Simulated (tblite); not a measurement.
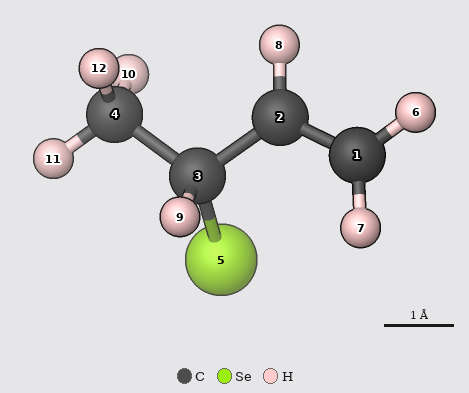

*The input geometry (ball-and-stick view, seen at a tilt; atoms are numbered from 1 in the order of the input).*

Bond lengths as drawn: C–C 1.35 to 1.54 Å, C–H 1.07 to 1.12 Å and C–Se 1.95 Å.

**Geometry relaxation of C₄H₇Se (part 1 of 2)**

The run: geometry relaxation of C₄H₇Se, multiplicity 2. Method and program: GFN2-xTB geometry optimisation, gas phase (tblite 0.8.0).

It belongs to a series of runs on one base structure; here: H removed from Se.

**Log**
```
step      E/eV     max force
  0    -414.72665    2.304
  1    -414.78845    1.874
  2    -414.82827    0.379
  3    -414.83721    0.220
  4    -414.84061    0.175
  5    -414.84372    0.163
  6    -414.84648    0.148
  7    -414.84784    0.089
  8    -414.84842    0.077
  9    -414.84878    0.052
 10    -414.84912    0.055
 11    -414.84940    0.052
 12    -414.84966    0.044
 13    -414.84999    0.062
 14    -414.85055    0.094
 15    -414.85151    0.112
 16    -414.85292    0.146
 17    -414.85457    0.167
 18    -414.85622    0.172
 19    -414.85803    0.175
 20    -414.85992    0.159
 21    -414.86143    0.106
 22    -414.86268    0.122
 23    -414.86411    0.133
 24    -414.86624    0.147
 25    -414.86982    0.172
 26    -414.87482    0.170
 27    -414.87907    0.154
 28    -414.87977    0.365
 29    -414.87090    0.520
 30    -414.88624    0.153
 31    -414.88836    0.139
 32    -414.89409    0.188
 33    -414.89584    0.107
 34    -414.89734    0.089
 35    -414.89853    0.082
 36    -414.89968    0.087
 37    -414.90061    0.079
 38    -414.90144    0.081
 39    -414.90250    0.091
 40    -414.90342    0.099
 41    -414.90395    0.053
 42    -414.90416    0.039
 43    -414.90429    0.026
 44    -414.90441    0.033
 45    -414.90450    0.040
 46    -414.90456    0.027
 47    -414.90462    0.017
 48    -414.90468    0.021
 49    -414.90472    0.018
 50    -414.90476    0.012
 51    -414.90478    0.013
 52    -414.90480    0.015
 53    -414.90482    0.014
 54    -414.90485    0.015
 55    -414.90488    0.021
 56    -414.90491    0.020
 57    -414.90494    0.011
 58    -414.90496    0.012
 59    -414.90498    0.014
 60    -414.90501    0.024
 61    -414.90505    0.028
 62    -414.90509    0.019
 63    -414.90513    0.020
 64    -414.90516    0.016
 65    -414.90519    0.016
 66    -414.90520    0.013
 67    -414.90521    0.008
```

**Trajectory as extended XYZ (Å, eV, eV/Å), 39 of the 68 frames kept, from step=0 to step=67**
```
12
Properties=species:S:1:pos:R:3:forces:R:3 step=0 energy=-414.72665
C     2.0730   -0.1231    0.1450   -1.5160   0.2970  -0.7340
C     0.8295    0.0442   -0.3607    1.7590  -0.3580   1.4440
C    -0.3784   -0.1199    0.5202   -0.4120   1.2090  -0.8660
C    -1.6444    0.3525   -0.2278   -0.4100  -0.3340   0.4530
Se   -0.5961   -1.9856    1.0540    0.0010  -0.3890   0.2030
H     2.9253    0.0079   -0.4979    0.1240  -0.0450   0.1960
H     2.2168   -0.3750    1.1860    0.1060  -0.0050  -0.1970
H     0.7329    0.3169   -1.3935   -0.3630  -0.0640  -0.1570
H    -0.2644    0.4988    1.4345    0.0260  -0.4530  -0.2650
H    -1.8109   -0.2670   -1.1287    0.0970   0.3990   0.4410
H    -2.5317    0.2396    0.4419    0.6000   0.1210  -0.5640
H    -1.5504    1.4100   -0.5075   -0.0100  -0.3790   0.0450
12
Properties=species:S:1:pos:R:3:forces:R:3 step=2 energy=-414.82827
C     2.0637   -0.1196    0.1392    0.0520   0.0440   0.0590
C     0.8450    0.0416   -0.3424   -0.0680   0.1590  -0.1040
C    -0.3863   -0.0926    0.5005   -0.0200   0.2580  -0.2160
C    -1.6515    0.3471   -0.2199    0.0930   0.1440  -0.1090
Se   -0.5960   -1.9944    1.0591    0.0200  -0.1010   0.1040
H     2.9260    0.0063   -0.4915    0.0870  -0.0440   0.1170
H     2.2190   -0.3744    1.1781    0.1040  -0.0060  -0.1160
H     0.7244    0.3133   -1.3912   -0.2030  -0.1730   0.2690
H    -0.2640    0.4873    1.4281   -0.0100  -0.2380  -0.0980
H    -1.8088   -0.2573   -1.1180    0.0130   0.1440   0.1370
H    -2.5190    0.2422    0.4298    0.0120   0.0100  -0.0450
H    -1.5513    1.3998   -0.5063   -0.0790  -0.1970   0.0020
12
Properties=species:S:1:pos:R:3:forces:R:3 step=4 energy=-414.84061
C     2.0648   -0.1168    0.1397   -0.0600   0.0610  -0.0330
C     0.8443    0.0474   -0.3416    0.0810   0.0640   0.0660
C    -0.3870   -0.0807    0.4896    0.0380  -0.0990   0.0200
C    -1.6501    0.3509   -0.2216   -0.0020   0.0260  -0.0060
Se   -0.5950   -1.9990    1.0639    0.0250   0.0190   0.0380
H     2.9299    0.0042   -0.4857    0.0970  -0.0280   0.0430
H     2.2239   -0.3748    1.1733    0.0820  -0.0150   0.0160
H     0.7142    0.3061   -1.3825   -0.1550  -0.0720  -0.0370
H    -0.2644    0.4763    1.4240   -0.0060  -0.1000   0.0270
H    -1.8082   -0.2509   -1.1127   -0.0170   0.0080  -0.0700
H    -2.5166    0.2430    0.4263   -0.0240   0.0060   0.0160
H    -1.5548    1.3936   -0.5072   -0.0590   0.1300  -0.0800
12
Properties=species:S:1:pos:R:3:forces:R:3 step=5 energy=-414.84372
C     2.0648   -0.1142    0.1393    0.0410   0.0380   0.0030
C     0.8449    0.0515   -0.3400    0.0420   0.0180   0.0280
C    -0.3859   -0.0796    0.4864   -0.0090  -0.1380   0.0850
C    -1.6496    0.3530   -0.2225   -0.0260   0.0030   0.0030
Se   -0.5940   -2.0000    1.0666    0.0220   0.0370   0.0120
H     2.9339    0.0026   -0.4823    0.0620  -0.0160   0.0220
H     2.2279   -0.3754    1.1720    0.0520   0.0020   0.0150
H     0.7064    0.3015   -1.3804   -0.1110  -0.0370  -0.0940
H    -0.2647    0.4696    1.4233   -0.0040  -0.0510   0.0730
H    -1.8084   -0.2485   -1.1128   -0.0210  -0.0080  -0.0920
H    -2.5165    0.2435    0.4256   -0.0040   0.0100   0.0130
H    -1.5576    1.3952   -0.5098   -0.0440   0.1410  -0.0690
12
Properties=species:S:1:pos:R:3:forces:R:3 step=7 energy=-414.84784
C     2.0677   -0.1089    0.1392    0.0710   0.0010   0.0160
C     0.8470    0.0576   -0.3379   -0.0230  -0.0740  -0.0280
C    -0.3854   -0.0838    0.4859   -0.0410  -0.0250   0.0580
C    -1.6496    0.3570   -0.2246   -0.0170  -0.0050  -0.0110
Se   -0.5914   -1.9998    1.0710    0.0090   0.0140  -0.0160
H     2.9426   -0.0002   -0.4766    0.0160   0.0130  -0.0150
H     2.2361   -0.3757    1.1708    0.0020   0.0350   0.0020
H     0.6900    0.2928   -1.3809   -0.0100  -0.0080  -0.0410
H    -0.2655    0.4575    1.4266   -0.0110  -0.0030   0.0880
H    -1.8098   -0.2448   -1.1169   -0.0100   0.0200  -0.0360
H    -2.5165    0.2448    0.4251    0.0230   0.0210  -0.0170
H    -1.5640    1.4026   -0.5163   -0.0090   0.0100   0.0000
12
Properties=species:S:1:pos:R:3:forces:R:3 step=9 energy=-414.84878
C     2.0699   -0.1076    0.1391   -0.0190  -0.0010  -0.0190
C     0.8473    0.0547   -0.3384   -0.0070  -0.0520   0.0010
C    -0.3868   -0.0860    0.4889    0.0080   0.0390  -0.0050
C    -1.6500    0.3578   -0.2258    0.0170   0.0030  -0.0030
Se   -0.5904   -1.9990    1.0710   -0.0010  -0.0150  -0.0110
H     2.9453    0.0000   -0.4766    0.0020   0.0160  -0.0140
H     2.2379   -0.3738    1.1711    0.0020   0.0400  -0.0030
H     0.6865    0.2906   -1.3828    0.0100  -0.0300   0.0290
H    -0.2663    0.4551    1.4318   -0.0160  -0.0160   0.0250
H    -1.8107   -0.2431   -1.1198    0.0010   0.0290  -0.0020
H    -2.5158    0.2461    0.4244   -0.0030   0.0150  -0.0150
H    -1.5656    1.4046   -0.5175    0.0060  -0.0270   0.0170
12
Properties=species:S:1:pos:R:3:forces:R:3 step=11 energy=-414.84940
C     2.0709   -0.1069    0.1380   -0.0300  -0.0060  -0.0150
C     0.8467    0.0491   -0.3385    0.0080   0.0130   0.0220
C    -0.3874   -0.0850    0.4907    0.0220  -0.0020  -0.0130
C    -1.6494    0.3583   -0.2265    0.0150   0.0070   0.0120
Se   -0.5899   -1.9997    1.0700   -0.0100  -0.0230  -0.0090
H     2.9470    0.0013   -0.4775   -0.0220   0.0090  -0.0100
H     2.2393   -0.3694    1.1709    0.0070   0.0370  -0.0020
H     0.6848    0.2867   -1.3824    0.0070  -0.0450   0.0260
H    -0.2681    0.4522    1.4371   -0.0110  -0.0140  -0.0230
H    -1.8111   -0.2398   -1.1220    0.0130   0.0120   0.0060
H    -2.5154    0.2481    0.4227   -0.0200   0.0020  -0.0030
H    -1.5661    1.4045   -0.5172    0.0210   0.0080   0.0100
12
Properties=species:S:1:pos:R:3:forces:R:3 step=12 energy=-414.84966
C     2.0710   -0.1067    0.1373   -0.0090  -0.0050   0.0010
C     0.8463    0.0469   -0.3381    0.0050   0.0340   0.0210
C    -0.3872   -0.0844    0.4911    0.0060  -0.0320  -0.0020
C    -1.6487    0.3587   -0.2265    0.0030   0.0080   0.0140
Se   -0.5899   -2.0007    1.0695   -0.0130  -0.0200  -0.0100
H     2.9472    0.0021   -0.4780   -0.0290   0.0050  -0.0130
H     2.2402   -0.3664    1.1706    0.0090   0.0340   0.0040
H     0.6840    0.2836   -1.3815    0.0030  -0.0440   0.0030
H    -0.2692    0.4502    1.4390   -0.0040  -0.0060  -0.0300
H    -1.8110   -0.2379   -1.1228    0.0180   0.0040   0.0060
H    -2.5156    0.2492    0.4217   -0.0170  -0.0020   0.0000
H    -1.5659    1.4046   -0.5168    0.0270   0.0250   0.0080
12
Properties=species:S:1:pos:R:3:forces:R:3 step=14 energy=-414.85055
C     2.0712   -0.1063    0.1353    0.0460   0.0190   0.0480
C     0.8454    0.0423   -0.3355   -0.0140   0.0460  -0.0020
C    -0.3867   -0.0854    0.4925   -0.0520  -0.0750   0.0210
C    -1.6466    0.3610   -0.2258   -0.0300   0.0080   0.0040
Se   -0.5910   -2.0053    1.0667   -0.0190  -0.0090  -0.0170
H     2.9460    0.0051   -0.4812   -0.0290  -0.0060  -0.0260
H     2.2441   -0.3537    1.1703    0.0170   0.0170   0.0290
H     0.6813    0.2698   -1.3788   -0.0090  -0.0300  -0.0620
H    -0.2730    0.4436    1.4432    0.0180   0.0130  -0.0210
H    -1.8091   -0.2311   -1.1249    0.0240  -0.0130   0.0080
H    -2.5174    0.2524    0.4184    0.0090  -0.0080   0.0020
H    -1.5629    1.4069   -0.5149    0.0390   0.0390   0.0160
12
Properties=species:S:1:pos:R:3:forces:R:3 step=16 energy=-414.85292
C     2.0726   -0.1025    0.1335    0.0530   0.0990   0.0940
C     0.8424    0.0321   -0.3281   -0.0370  -0.0060  -0.0530
C    -0.3896   -0.0949    0.4984   -0.0900  -0.0360   0.0110
C    -1.6426    0.3681   -0.2235   -0.0450   0.0010  -0.0220
Se   -0.5965   -2.0197    1.0564   -0.0350   0.0070  -0.0280
H     2.9388    0.0134   -0.4939   -0.0170  -0.0340  -0.0210
H     2.2566   -0.3153    1.1733    0.0350  -0.0110   0.0500
H     0.6747    0.2275   -1.3765   -0.0260  -0.0080  -0.0960
H    -0.2819    0.4267    1.4528    0.0540   0.0190   0.0040
H    -1.8012   -0.2133   -1.1302    0.0160  -0.0280   0.0050
H    -2.5224    0.2609    0.4097    0.0450  -0.0090   0.0050
H    -1.5496    1.4162   -0.5066    0.0470   0.0060   0.0500
12
Properties=species:S:1:pos:R:3:forces:R:3 step=18 energy=-414.85622
C     2.0742   -0.0895    0.1360   -0.0530   0.1590   0.0400
C     0.8368    0.0156   -0.3198   -0.0100  -0.0870  -0.0570
C    -0.3983   -0.1110    0.5073    0.0040   0.0630  -0.0410
C    -1.6387    0.3786   -0.2210    0.0090  -0.0140  -0.0280
Se   -0.6083   -2.0414    1.0378   -0.0550   0.0270  -0.0370
H     2.9249    0.0238   -0.5149   -0.0150  -0.0540   0.0480
H     2.2772   -0.2570    1.1815    0.0250  -0.0090   0.0000
H     0.6652    0.1627   -1.3783   -0.0210  -0.0020  -0.0040
H    -0.2914    0.4037    1.4658    0.0710  -0.0070   0.0020
H    -1.7877   -0.1891   -1.1373   -0.0140  -0.0270  -0.0120
H    -2.5281    0.2728    0.3974    0.0340  -0.0030   0.0180
H    -1.5245    1.4301   -0.4892    0.0260  -0.0450   0.0700
12
Properties=species:S:1:pos:R:3:forces:R:3 step=19 energy=-414.85803
C     2.0737   -0.0793    0.1392   -0.1100   0.1330  -0.0260
C     0.8339    0.0070   -0.3179    0.0180  -0.0930  -0.0170
C    -0.4027   -0.1170    0.5101    0.0740   0.0770  -0.0510
C    -1.6373    0.3825   -0.2204    0.0430  -0.0200  -0.0140
Se   -0.6155   -2.0500    1.0283   -0.0600   0.0340  -0.0360
H     2.9174    0.0265   -0.5231   -0.0080  -0.0450   0.0830
H     2.2865   -0.2325    1.1855    0.0020   0.0100  -0.0300
H     0.6613    0.1352   -1.3802   -0.0100  -0.0060   0.0470
H    -0.2929    0.3948    1.4704    0.0650  -0.0240  -0.0120
H    -1.7819   -0.1802   -1.1402   -0.0290  -0.0150  -0.0230
H    -2.5294    0.2774    0.3929    0.0120  -0.0020   0.0250
H    -1.5119    1.4350   -0.4791    0.0030  -0.0480   0.0550
12
Properties=species:S:1:pos:R:3:forces:R:3 step=21 energy=-414.86143
C     2.0698   -0.0579    0.1440   -0.0790  -0.0120  -0.0690
C     0.8296   -0.0075   -0.3178    0.0400  -0.0130   0.0290
C    -0.4056   -0.1216    0.5107    0.0940   0.0010  -0.0120
C    -1.6344    0.3858   -0.2204    0.0470  -0.0200   0.0230
Se   -0.6289   -2.0582    1.0142   -0.0590   0.0250  -0.0250
H     2.9073    0.0265   -0.5281    0.0320   0.0030   0.0730
H     2.2980   -0.2022    1.1892   -0.0610   0.0610  -0.0520
H     0.6554    0.1014   -1.3823    0.0090  -0.0210   0.0570
H    -0.2892    0.3829    1.4744    0.0470  -0.0260  -0.0290
H    -1.7761   -0.1711   -1.1446   -0.0350   0.0170  -0.0140
H    -2.5289    0.2824    0.3890   -0.0030  -0.0080   0.0230
H    -1.4957    1.4389   -0.4629   -0.0320  -0.0050  -0.0040
12
Properties=species:S:1:pos:R:3:forces:R:3 step=23 energy=-414.86411
C     2.0660   -0.0396    0.1437    0.0680  -0.0780   0.0030
C     0.8258   -0.0258   -0.3144    0.0190   0.0480  -0.0230
C    -0.4046   -0.1288    0.5134   -0.0370  -0.0750   0.0160
C    -1.6277    0.3905   -0.2185   -0.0150   0.0100   0.0180
Se   -0.6460   -2.0693    0.9969   -0.0580   0.0040  -0.0160
H     2.9003    0.0303   -0.5319    0.0580   0.0260   0.0200
H     2.3086   -0.1558    1.1892   -0.1040   0.0750  -0.0340
H     0.6463    0.0531   -1.3792    0.0200  -0.0250  -0.0010
H    -0.2867    0.3625    1.4823    0.0510   0.0040  -0.0170
H    -1.7711   -0.1532   -1.1518   -0.0100   0.0270   0.0340
H    -2.5294    0.2901    0.3829    0.0390  -0.0230   0.0200
H    -1.4804    1.4454   -0.4471   -0.0320   0.0080  -0.0200
12
Properties=species:S:1:pos:R:3:forces:R:3 step=25 energy=-414.86982
C     2.0606   -0.0049    0.1410    0.1460  -0.0410   0.0690
C     0.8193   -0.0701   -0.3052    0.0130   0.0310  -0.0680
C    -0.4066   -0.1562    0.5230   -0.1530  -0.0790  -0.0070
C    -1.6114    0.4052   -0.2104   -0.0800   0.0620  -0.0140
Se   -0.6957   -2.1016    0.9488   -0.0490  -0.0160   0.0030
H     2.8850    0.0466   -0.5460    0.1000   0.0230  -0.0370
H     2.3245   -0.0218    1.1871   -0.1480   0.0470  -0.0140
H     0.6300   -0.0791   -1.3699    0.0490  -0.0290  -0.0590
H    -0.2792    0.3114    1.5014    0.0370   0.0130  -0.0040
H    -1.7560   -0.1020   -1.1656    0.0350   0.0100   0.0890
H    -2.5291    0.3086    0.3680    0.0760  -0.0370   0.0530
H    -1.4402    1.4633   -0.4066   -0.0260   0.0160  -0.0120
12
Properties=species:S:1:pos:R:3:forces:R:3 step=26 energy=-414.87482
C     2.0560    0.0198    0.1381    0.1480   0.0220   0.0800
C     0.8173   -0.1038   -0.3010   -0.0130  -0.0140  -0.0580
C    -0.4079   -0.1792    0.5280   -0.1500  -0.0380  -0.0370
C    -1.5991    0.4157   -0.2025   -0.0880   0.0830  -0.0270
Se   -0.7428   -2.1238    0.9088   -0.0270  -0.0220   0.0260
H     2.8774    0.0593   -0.5520    0.1200   0.0140  -0.0650
H     2.3229    0.0853    1.1810   -0.1580   0.0070   0.0070
H     0.6241   -0.1787   -1.3614    0.0740  -0.0400  -0.1040
H    -0.2649    0.2752    1.5106   -0.0080  -0.0100   0.0010
H    -1.7460   -0.0639   -1.1717    0.0630  -0.0160   0.0940
H    -2.5246    0.3190    0.3617    0.0600  -0.0370   0.0930
H    -1.4113    1.4744   -0.3739   -0.0210   0.0500  -0.0070
12
Properties=species:S:1:pos:R:3:forces:R:3 step=28 energy=-414.87977
C     2.0514    0.0425    0.1328    0.1700   0.1080  -0.1100
C     0.8222   -0.1388   -0.3044   -0.2070  -0.0880   0.0160
C    -0.4077   -0.2053    0.5253    0.0490   0.0840  -0.0440
C    -1.5879    0.4260   -0.1911   -0.0290   0.0470   0.0280
Se   -0.8106   -2.1388    0.8636    0.0300  -0.0380   0.0640
H     2.8847    0.0719   -0.5457    0.0550   0.0010  -0.0440
H     2.2836    0.2003    1.1640    0.0070  -0.0140   0.3340
H     0.6363   -0.2740   -1.3528    0.0280  -0.1070  -0.3480
H    -0.2322    0.2436    1.5070   -0.1100  -0.0800   0.0120
H    -1.7390   -0.0303   -1.1666    0.0410  -0.0650  -0.0280
H    -2.5096    0.3196    0.3725   -0.0320  -0.0080   0.1280
H    -1.3900    1.4826   -0.3392   -0.0020   0.1600  -0.0070
12
Properties=species:S:1:pos:R:3:forces:R:3 step=30 energy=-414.88624
C     2.0538    0.0483    0.1331   -0.0710   0.0520  -0.1250
C     0.8204   -0.1441   -0.3035    0.0230  -0.0560  -0.0710
C    -0.4108   -0.2072    0.5258    0.0750   0.0830  -0.0570
C    -1.5885    0.4308   -0.1909    0.0020   0.0320   0.0360
Se   -0.8113   -2.1438    0.8623    0.0190  -0.0120   0.0480
H     2.8849    0.0741   -0.5515    0.0080   0.0050   0.0280
H     2.2863    0.2100    1.1688   -0.0250  -0.0230   0.1480
H     0.6355   -0.2896   -1.3586    0.0720  -0.0650  -0.0880
H    -0.2380    0.2359    1.5107   -0.0900  -0.0680  -0.0080
H    -1.7344   -0.0265   -1.1678    0.0170  -0.0300  -0.0020
H    -2.5109    0.3220    0.3735   -0.0020   0.0120   0.0850
H    -1.3859    1.4894   -0.3364   -0.0280   0.0700   0.0060
12
Properties=species:S:1:pos:R:3:forces:R:3 step=32 energy=-414.89409
C     2.0483    0.0832    0.1231   -0.1840  -0.0200   0.0320
C     0.8269   -0.1840   -0.3187    0.1320   0.0280  -0.0330
C    -0.4049   -0.2236    0.5130    0.0850   0.0100  -0.0320
C    -1.5796    0.4483   -0.1777    0.0710  -0.0310   0.0020
Se   -0.8745   -2.1577    0.8279    0.0770   0.0490   0.0250
H     2.9013    0.0856   -0.5395   -0.1100   0.0330   0.0990
H     2.2391    0.3145    1.1633   -0.0140  -0.0680  -0.1510
H     0.6542   -0.3943   -1.3683    0.0880  -0.0530   0.0380
H    -0.2183    0.1907    1.5075   -0.0610  -0.0310  -0.0200
H    -1.7247    0.0022   -1.1613   -0.0590   0.0530   0.0210
H    -2.4934    0.3233    0.4001    0.0130   0.0600  -0.0040
H    -1.3732    1.5110   -0.3038   -0.0370  -0.0280   0.0240
12
Properties=species:S:1:pos:R:3:forces:R:3 step=34 energy=-414.89734
C     2.0460    0.0776    0.1233    0.0220  -0.0120   0.0740
C     0.8286   -0.1756   -0.3242   -0.0420   0.0160  -0.0140
C    -0.4002   -0.2160    0.5088   -0.0170  -0.0490  -0.0130
C    -1.5808    0.4452   -0.1788    0.0050   0.0000  -0.0080
Se   -0.8598   -2.1502    0.8402    0.0670   0.0200   0.0110
H     2.9007    0.0835   -0.5327   -0.0350   0.0300   0.0270
H     2.2378    0.2849    1.1648   -0.0060  -0.0190  -0.0310
H     0.6597   -0.3728   -1.3739    0.0390  -0.0620  -0.0500
H    -0.2246    0.1974    1.5043    0.0040   0.0080  -0.0070
H    -1.7301   -0.0062   -1.1588   -0.0600   0.0450   0.0060
H    -2.4927    0.3229    0.4039    0.0340   0.0380  -0.0090
H    -1.3835    1.5086   -0.3113   -0.0130  -0.0170   0.0150
12
Properties=species:S:1:pos:R:3:forces:R:3 step=35 energy=-414.89853
C     2.0434    0.0805    0.1235    0.0600  -0.0150   0.0450
C     0.8297   -0.1790   -0.3284   -0.0720   0.0010  -0.0190
C    -0.3978   -0.2175    0.5054   -0.0590  -0.0570   0.0020
C    -1.5789    0.4469   -0.1771   -0.0200   0.0050  -0.0110
Se   -0.8624   -2.1500    0.8387    0.0660   0.0070   0.0050
H     2.9001    0.0862   -0.5284   -0.0050   0.0290   0.0050
H     2.2311    0.2922    1.1632   -0.0060  -0.0040   0.0140
H     0.6660   -0.3858   -1.3779    0.0280  -0.0460  -0.0170
H    -0.2246    0.1923    1.5029    0.0330   0.0200  -0.0170
H    -1.7318   -0.0020   -1.1570   -0.0630   0.0390  -0.0140
H    -2.4893    0.3249    0.4080    0.0300   0.0270  -0.0060
H    -1.3843    1.5107   -0.3076    0.0080  -0.0080   0.0120
```
